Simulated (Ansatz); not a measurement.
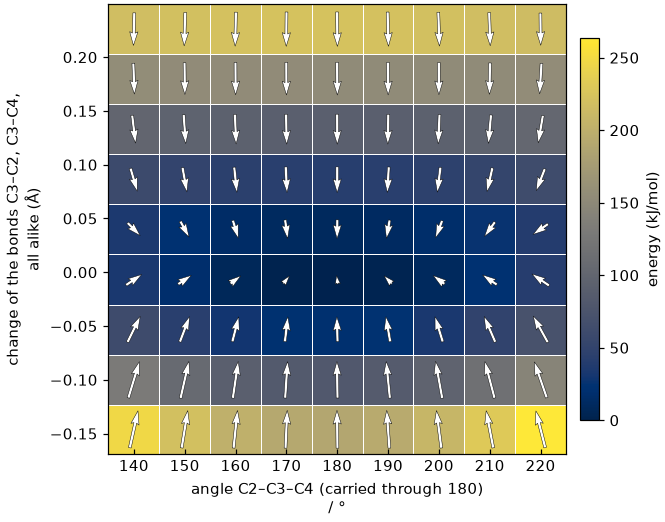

Energy landscape of C₃H₄OS, SMILES OCC#CS. First axis: angle C2–C3–C4 (carried through 180). Second axis: change of the bonds C3–C2, C3–C4, all alike. Nothing is relaxed (all other coordinates rigid). The grid has 9 × 9 points. Points are written as (first, second). Energies are in kJ/mol, from the lowest grid point. Method: RKS PBE0-D4/def2-TZVP in Ansatz.

In the figure: one coloured cell a grid point, arrows along the force (downhill), their lengths compressed. 

**Summarise what can be read from the map.**

The lowest grid point is at (180°, −0.007 Å). It is the only kind of minimum in the scanned range. The highest grid point, (220°, −0.146 Å), lies 263 kJ/mol above the lowest. Round the minimum the two coordinates are nearly uncoupled.

Grid values (kJ/mol):

```
second ↓, first →  140  150  160  170  180  190  200  210  220
            0.226  218  220  222  223  223  222  220  217  216
            0.180  156  154  154  154  153  153  152  153  155
            0.133  101   96   93   92   91   91   93   96  102
            0.086   59   51   45   42   41   42   46   52   62
            0.040   35   23   15   11    9   11   17   26   40
           −0.007   33   18    7    2    0    3   10   23   41
           −0.053   61   42   29   22   20   24   34   49   72
           −0.100  130  107   91   82   80   85   97  116  143
           −0.146  247  220  201  191  189  194  208  231  263
```

The input of one point:

```yaml
crystal:
  periodic: [false, false, false]
  atoms:
    - { symbol: O, position_ang: [-0.75686, -1.98257, -0.1917] }
    - { symbol: C, position_ang: [0.425967, -1.21501, -0.267904] }
    - { symbol: C, position_ang: [0.231304, 0.199642, -0.040468] }
    - { symbol: C, position_ang: [0.013198, 1.367531, 0.132112] }
    - { symbol: S, position_ang: [-0.285362, 3.012549, 0.239998] }
    - { symbol: H, position_ang: [-1.428765, -1.544936, -0.721509] }
    - { symbol: H, position_ang: [1.101321, -1.620697, 0.490258] }
    - { symbol: H, position_ang: [0.923951, -1.344254, -1.239698] }
    - { symbol: H, position_ang: [-0.341563, 3.08977, 1.583315] }
basis:
  gaussian: { orbitals: def2-TZVP }
hamiltonian:
  xc: pbe0
  dispersion: d4
output:
  forces: true
```

The whole map (81 points run) took 10 min on 1 thread of Arm Neoverse V2, with other jobs on the host.
